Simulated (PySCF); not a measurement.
CH₂Cl₂, SMILES `ClCCl`.

Computed with PySCF, B3LYP/def2-SVPD, geometry: GFN2-xTB. No frequency check shows the geometry to be a minimum. GFN2-xTB bond lengths at metals and heavier atoms can be off by up to 0.1 Å and shapes distorted, which carries into these values.

Cartesian coordinates (Å):

```
Cl1      1.4619   -0.2195    0.0000
C2      -0.0000    0.7810    0.0000
Cl3     -1.4619   -0.2195    0.0000
H4       0.0000    1.3893    0.9030
H5      -0.0000    1.3893   -0.9030
```

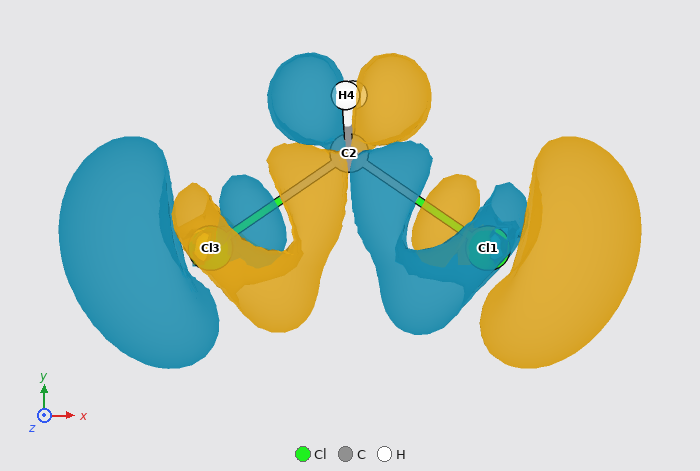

Change of the electron density in a uniform field of 0.21 V/Å, surfaces at ±0.0015 e/Å³ (yellow: gain, teal: loss).

The field was applied in both directions; the picture shows the one opposite to the script's first.

Along which Cartesian direction does the field point?

Along −x: electrons gather on the +x side, against the field.

How large is the response?

The induced dipole is 0.55 D (along the field); α along this axis, from the fields in both directions, is 55 bohr³ (8.1 Å³).
